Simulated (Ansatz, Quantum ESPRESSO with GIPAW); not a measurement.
# 67Zn and 33S NMR of ZnS, calculated

Aim: the magnetic shielding of every site in ZnS.

Calculated with Quantum ESPRESSO with GIPAW 8.0dev (patched build); DFT, PBE, plane-wave PAW (pslibrary 1.0.0 recipes), scalar-relativistic, GIPAW; a patched development version of the program.

The database entry behind the starting cell differs from later determinations by our own check (about 0.1 % short), so it need not match the best structure at ambient conditions.

## 1. Set-up

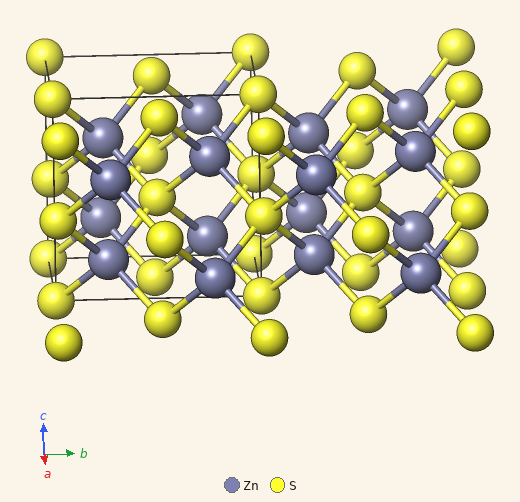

Start, viewed slightly off an axis; zinc blue, sulfur yellow. 2×2×1 cells are drawn. This picture shows the conventional cell, with its axes. Bonds to atoms that aren't drawn are left out. Some periodic images of atoms are drawn too.

The cell is an entry of the Crystallography Open Database; it need not be the form that is stable at ambient conditions.

## 2. Self-consistent run

GIPAW is a response on top of the ground state, so the wavefunctions come first. Their errors pass straight into the induced current, hence the tight threshold. No empty states are asked for: the response is solved without them. The mesh has a spacing of 0.23 Å⁻¹ at most. The PAW files were made with ld1.x from the pslibrary 1.0.0 recipes, with GIPAW reconstruction switched on.

Input file scf.in:

```
&control
  calculation = 'scf'
  prefix = 'x'
  outdir = './tmp/'
  pseudo_dir = './'
/
&system
  ibrav = 0
  nat = 2
  ntyp = 2
  ecutwfc = 55
  ecutrho = 330
  nbnd = 9
/
&electrons
  conv_thr = 1.0d-10
  mixing_beta = 0.7
  electron_maxstep = 100
/
ATOMIC_SPECIES
  Zn 65.380 Zn.pbe-dn-kjpaw_psl.1.0.0-gipaw.UPF
  S 32.060 S.pbe-n-kjpaw_psl.1.0.0-gipaw.UPF
CELL_PARAMETERS angstrom
  0.00000000 2.70200000 2.70200000
  2.70200000 0.00000000 2.70200000
  2.70200000 2.70200000 0.00000000
ATOMIC_POSITIONS crystal
  Zn 0.75000000 0.75000000 0.75000000
  S 0.00000000 0.00000000 0.00000000
K_POINTS automatic
  9 9 9 0 0 0
```

Run with:

```sh
> mpirun -np 4 pw.x -nk 4 -in scf.in > scf.out
```

Output:

```text
using ibrav=0 with symmetry is DISCOURAGED, use correct ibrav instead

     bravais-lattice index     =            0
     lattice parameter (alat)  =       7.2210  a.u.
     unit-cell volume          =     266.2457 (a.u.)^3
     number of atoms/cell      =            2
     number of atomic types    =            2
     number of electrons       =        18.00
     number of Kohn-Sham states=            9
     kinetic-energy cutoff     =      55.0000  Ry
     charge density cutoff     =     330.0000  Ry
     scf convergence threshold =      1.0E-10
     mixing beta               =       0.7000
     number of iterations used =            8  plain     mixing
     Exchange-correlation= SLA-PW-PBX-PBC
                           (   1   4   3   4   0   0   0)
[...]
Zn               12.00    65.38000     Zn( 1.00)
     S                 6.00    32.06000     S ( 1.00)

     24 Sym. Ops. (no inversion) found
[...]
number of k points=    35
[...]
Dense  grid:    26813 G-vectors     FFT dimensions: (  45,  45,  45)

     Smooth grid:    14649 G-vectors     FFT dimensions: (  36,  36,  36)

     Initial potential from superposition of free atoms

     starting charge      17.9962, renormalised to      18.0000
     Starting wfcs are   13 randomized atomic wfcs

     Self-consistent Calculation

     iteration #  1     ecut=    55.00 Ry     beta= 0.70
     Davidson diagonalization with overlap
     ethr =  1.00E-02,  avg # of iterations =  1.8

     Threshold (ethr) on eigenvalues was too large:
     Diagonalizing with lowered threshold

     Davidson diagonalization with overlap
     ethr =  3.00E-04,  avg # of iterations =  2.9

     total energy              =    -310.11346957 Ry
     estimated scf accuracy    <       0.05657349 Ry

     iteration #  2     ecut=    55.00 Ry     beta= 0.70
     Davidson diagonalization with overlap
     ethr =  3.14E-04,  avg # of iterations =  2.6

     total energy              =    -310.12776203 Ry
     estimated scf accuracy    <       0.00897102 Ry

     iteration #  3     ecut=    55.00 Ry     beta= 0.70
[...]
total energy              =    -310.12956905 Ry
     estimated scf accuracy    <       0.00188320 Ry

[...]
total energy              =    -310.13009788 Ry
[...]
iteration # 18     ecut=    55.00 Ry     beta= 0.70
     Davidson diagonalization with overlap
     ethr =  8.34E-13,  avg # of iterations =  2.1

     total energy              =    -310.13009788 Ry
     estimated scf accuracy    <          1.1E-10 Ry

     iteration # 19     ecut=    55.00 Ry     beta= 0.70
     Davidson diagonalization with overlap
     ethr =  5.87E-13,  avg # of iterations =  2.3

     End of self-consistent calculation
     [one-electron energies left out]

!    total energy              =    -310.13009788 Ry
     total all-electron energy =     -4390.628247 Ry
     estimated scf accuracy    <          9.2E-12 Ry

     The total energy is the sum of the following terms:
     one-electron contribution =     -85.02307307 Ry
     hartree contribution      =      60.92120569 Ry
     xc contribution           =     -52.35337547 Ry
     ewald contribution        =     -92.12167894 Ry
     one-center paw contrib.   =    -141.55317608 Ry

     convergence has been achieved in  19 iterations
[...]
JOB DONE.
```

It took 6.8 s on 4 MPI ranks of AMD EPYC 9R45, shared host; peak memory 0.43 GiB; 26 s of CPU time.

It converged in 19 cycles to an estimated accuracy of 9e-12 Ry, on 35 irreducible k-points.

## 3. GIPAW: job nmr

A uniform field breaks periodicity, so gipaw.x applies it as a wave of small q and takes the limit. It solves for the first-order states, builds the induced current and gets the field at each nucleus by Biot–Savart; the PAW spheres add what the smooth waves miss near the nuclei. pawproj makes the reconstruction use the PAW data sets' own projectors.

Input file nmr.in:

```
&inputgipaw
  job = 'nmr'
  prefix = 'x'
  tmp_dir = './tmp/'
  restart_mode = 'from_scratch'
  verbosity = 'low'
  q_gipaw = 0.01
  spline_ps = .true.
  conv_threshold = 1.0d-14
  use_nmr_macroscopic_shape = .false.
  pawproj(1) = .true.
  pawproj(2) = .true.
/
```

Run with:

```sh
> mpirun -np 4 gipaw.x -in nmr.in > nmr.out
```

Output:

```text
[banner, memory and clock lines left out]
[a note of our patched build left out]

     Parallelizing q-star over 1 images

     IMPORTANT: XC functional enforced from input :
     Exchange-correlation= PBE
                           (   1   4   3   4   0   0   0)
     Any further DFT definition will be discarded
     Please, verify this is what you really want

[...]
alpha_pv=     26.3079 eV

     spline_ps is .false., expect some extrapolation errors

     q-space interpolation up to    66.00 Rydberg

     GIPAW job: nmr
     NMR macroscopic correction: no
[...]
Computing the magnetic susceptibility     isolve=0    ethr=  0.1000E-13
     Starting from scratch
     k-point #    1 of    35      pool #  1    cpu time:       0.8
[...]
End of magnetic susceptibility calculation

     f-sum rule (1st term):
           -12.3024         -0.0000         -0.0000
            -0.0000        -12.3024          0.0000
            -0.0000          0.0000        -12.3024

     f-sum rule (2nd term):
            -0.1536          0.0000         -0.0000
             0.0000         -0.1536         -0.0000
             0.0000         -0.0000         -0.1536

     f-sum rule (should be   -12.4498):
           -12.4560         -0.0000         -0.0000
            -0.0000        -12.4560          0.0000
            -0.0000          0.0000        -12.4560

[... susceptibilities left out ...]
     Contributions to the NMR chemical shifts: -------------------------------

     Macroscopic shape contribution in ppm:                    0.00
             0.0000          0.0000          0.0000
             0.0000          0.0000          0.0000
             0.0000          0.0000          0.0000

     Core contribution in ppm:

     Atom  1  Zn  pos: (  1.060660  1.060660  1.060660)  core sigma:        2275.73
     Atom  2  S   pos: (  0.000000  0.000000  0.000000)  core sigma:         979.79

     Bare contribution in ppm:

     Atom  1  Zn  pos: (  1.060660  1.060660  1.060660)  bare sigma:          31.50
[...]
Atom  2  S   pos: (  0.000000  0.000000  0.000000)  bare sigma:          30.67
[...]
Diamagnetic contribution in ppm:

     Atom  1  Zn  pos: (  1.060660  1.060660  1.060660)  dia sigma:         213.03
[...]
Atom  2  S   pos: (  0.000000  0.000000  0.000000)  dia sigma:          -5.36
[...]
Paramagnetic contribution in ppm:

     Atom  1  Zn  pos: (  1.060660  1.060660  1.060660)  para sigma:         601.71
[...]
Atom  2  S   pos: (  0.000000  0.000000  0.000000)  para sigma:        -533.33
[...]
Paramagnetic US occ-occ contribution in ppm:

     Atom  1  Zn  pos: (  1.060660  1.060660  1.060660)  para_oo sigma:          -2.94
[...]
Atom  2  S   pos: (  0.000000  0.000000  0.000000)  para_oo sigma:          -4.19
[...]
Paramagnetic US L_R Q_R contribution in ppm:

     Atom  1  Zn  pos: (  1.060660  1.060660  1.060660)  para_lq sigma:       -1882.79
[...]
Atom  2  S   pos: (  0.000000  0.000000  0.000000)  para_lq sigma:         134.25
[...]
Total NMR chemical shifts in ppm: ---------------------------------------
     (adopting the Simpson convention for anisotropy and asymmetry)-----------

     Atom  1  Zn  pos: (  1.060660  1.060660  1.060660)  Total sigma:        1236.24
          1236.2396         -0.0000         -0.0000
            -0.0000       1236.2396         -0.0000
            -0.0000         -0.0000       1236.2396

     Zn      1    anisotropy:     -0.00    eta:    0.0000
[...]
Atom  2  S   pos: (  0.000000  0.000000  0.000000)  Total sigma:         601.84
           601.8355         -0.0000         -0.0000
            -0.0000        601.8355         -0.0000
            -0.0000         -0.0000        601.8355

     S       2    anisotropy:      0.00    eta:    0.0000
[...]
```

Wall time 43 s (4 MPI ranks); peak memory 0.29 GiB.

The f-sum rule is met to 0.0062 of 12.4 (0.05 %). Converged shieldings require that this miss be small, but a small miss does not prove them.

From the symmetric part of each tensor, with principal values σ11 ≤ σ22 ≤ σ33: σ_iso is their mean, the span is σ33 − σ11 and the skew 3(σ_iso − σ22)/span. (gipaw.x prints an anisotropy in another convention.)

| site | atom no. | atoms in cell | σ_iso (ppm) | span (ppm) | skew |
| --- | --- | --- | --- | --- | --- |
| Zn | 1 | 1 | 1236 | 0 | - |
| S | 2 | 1 | 601.8 | 0.0 | - |

The macroscopic shape term is switched off. For a spherical sample the valence susceptibility of this run would add about 13 ppm to every site, a rough estimate, since the susceptibility converges slowly and lacks part of the PAW terms. Differences within the crystal don't depend on it, but shieldings of different compounds can't be compared to better than a few ppm without it.

Zn and S sit on cubic site symmetry, where the tensor must be isotropic.

How the isotropic values are made up (ppm). The core part is that of the free atom's core; bare is the current of the smooth valence states; the last two are what the PAW spheres add to the diamagnetic and the paramagnetic current:

| site | core | bare | reconstruction, dia | reconstruction, para |
| --- | --- | --- | --- | --- |
| Zn | 2275.7 | 31.5 | 213.0 | -1284.0 |
| S | 979.8 | 30.7 | -5.4 | -403.3 |

The quadrupolar nuclei (67Zn and 33S) sit on sites where the field gradient vanishes by symmetry, so they have no quadrupolar coupling.

## 4. NMR parameters by site

Covalently bonded atoms count as neighbours within 1.18 times the sum of their radii. Otherwise a cation's neighbours lie within 1.2 times its shortest bond (1.3 for large cations, each anion's radius taken off where they differ), and an anion's are the cations that count it.

| site | atom no. | atoms in cell | surroundings | bonds (Å) | σ_iso (ppm) |
| --- | --- | --- | --- | --- | --- |
| Zn | 1 | 1 | ZnS4 | 2.340 | 1236 |
| S | 2 | 1 | bound to Zn4 | 2.340 | 601.8 |

## 5. Other settings and structures

Each row names what was changed: another mesh tests the sampling of the zone; another functional shows how far the paramagnetic term hangs on the exchange-correlation form; another cutoff tests the basis.

Changes of σ_iso (ppm) against the run above (PBE, cutoffs 55 and 330 Ry, mesh 9×9×9, 3.2 min). Times are CPU times of pw.x and gipaw.x together, on 4 MPI ranks of AMD EPYC 9R45, shared host; on a shared host they are rough. A run is marked as doubtful where the f-sum miss passes 0.015 electrons, or that much for each three atoms in larger cells (with Tl, Pb, Hg, Bi or Sn a third of that, or a mesh spacing over 0.26 Å⁻¹), or where the susceptibility is unphysically large.

| run | CPU time | f-sum miss | Zn | S |
| --- | --- | --- | --- | --- |
| mesh 11×11×11 | 5 min | 0.0011 | +0.2 | +12.3 |
| LDA | 3.2 min | 0.0091 | -40.5 | -65.0 |
| cutoffs 40 and 280 Ry (coarse on purpose) | 2.4 min | 0.0060 | -1.3 | -0.2 |
| mesh 6×6×6 (marked) | 95 s | 0.087 | -13.9 | -117.0 |
| Wu-Cohen | 3.2 min | 0.0080 | -21.3 | -33.1 |
| cutoffs 70 and 420 Ry | 3.9 min | 0.0064 | +0.2 | +0.0 |

The largest move is -117.0 ppm, on S, from mesh 6×6×6.

## 6. A bad input

For contrast, the same job on a spoilt input.

nmr.in, as its differences from that of step 3:

```diff
@@ -6,3 +6,3 @@
   verbosity = 'low'
-  q_gipaw = 0.01
+  q_gipaw = 1.0d-06
   spline_ps = .true.
```

Output:

```text
[banner, memory and clock lines left out]
[a note of our patched build left out]

     Parallelizing q-star over 1 images

     IMPORTANT: XC functional enforced from input :
     Exchange-correlation= PBE
                           (   1   4   3   4   0   0   0)
     Any further DFT definition will be discarded
     Please, verify this is what you really want

[...]
alpha_pv=     26.3079 eV

     spline_ps is .false., expect some extrapolation errors

     q-space interpolation up to    66.00 Rydberg

     GIPAW job: nmr
     NMR macroscopic correction: no
[...]
Computing the magnetic susceptibility     isolve=0    ethr=  0.1000E-13
     Starting from scratch
     k-point #    1 of    35      pool #  1    cpu time:       0.7
[...]
End of magnetic susceptibility calculation

     f-sum rule (1st term):
           -12.3023          0.0000         -0.0000
             0.0000        -12.3023          0.0000
            -0.0000         -0.0000        -12.3023

     f-sum rule (2nd term):
[...]
Paramagnetic contribution in ppm:

     Atom  1  Zn  pos: (  1.060660  1.060660  1.060660)  para sigma:         617.16
[...]
Atom  2  S   pos: (  0.000000  0.000000  0.000000)  para sigma:        -535.13
[...]
Paramagnetic US occ-occ contribution in ppm:

     Atom  1  Zn  pos: (  1.060660  1.060660  1.060660)  para_oo sigma:          -3.69
[...]
Atom  2  S   pos: (  0.000000  0.000000  0.000000)  para_oo sigma:          -4.08
[...]
Paramagnetic US L_R Q_R contribution in ppm:

     Atom  1  Zn  pos: (  1.060660  1.060660  1.060660)  para_lq sigma:       -1882.79
[...]
Atom  2  S   pos: (  0.000000  0.000000  0.000000)  para_lq sigma:         134.25
[...]
Total NMR chemical shifts in ppm: ---------------------------------------
     (adopting the Simpson convention for anisotropy and asymmetry)-----------

     Atom  1  Zn  pos: (  1.060660  1.060660  1.060660)  Total sigma:        1251.35
[...]
Zn      1    anisotropy:      0.00    eta:    0.0000
[...]
Atom  2  S   pos: (  0.000000  0.000000  0.000000)  Total sigma:         599.99
[...]
S       2    anisotropy:      0.00    eta:    0.0000
[...]
```

Run time: 38 s. Hardware: 4 MPI ranks; peak memory 0.29 GiB.

The run ends without an error, but the fault (a field wave vector far too short) moves σ_iso of Zn by +15.1 ppm (both without the shape term); the f-sum rule is missed by 0.0062 electrons. Its numbers are not to be used. The result is a difference divided by q, so numerical noise grows.

## 7. Outcome

```
67Zn shielding without shape term : 1236 ppm
33S shielding without shape term  : 601.8 ppm
```

In words: 67Zn has one site (ZnS4), with isotropic shielding 1236 ppm (shape term left out). A shift needs a reference, δ = σ_ref − σ, fixed on measured compounds; for 67Zn of this kind at this level too few were at hand, or they scattered too widely about a line, so none is given. Going to mesh 11×11×11 changes no isotropic shielding by more than 12.3 ppm, a first measure of the error left in that respect. Going to cutoffs 70 and 420 Ry changes no isotropic shielding by more than 0.23 ppm, so the main run is converged in that respect. The cheaper run with cutoffs 40 and 280 Ry takes about 75 % of the time and is off by 1.3 ppm on Zn. The largest change with the functional is 65.0 ppm in absolute shielding; part of that drops out once each functional has its own reference line. This build of gipaw.x prints that it is not audited and that its numbers are no references by themselves. It also reports spline_ps as false although the input sets it; why was not traced.

[Banner, clock, file and message-heading lines were taken out of the pw.x and gipaw.x logs.]

[Logs are printed without paths, hosts, clocks, repeated set-up lines and the standing remarks that a program may print on its own settings, such as how far it seeks lower states.]

[Hosts, paths, dates, database ids (printed as entryN), source tags and the programs' standing remarks are cut or masked in the printed files.]

[Where no reference line passes its bar on scatter, no shift is given, so a measured shift of this compound may stand uncompared.]
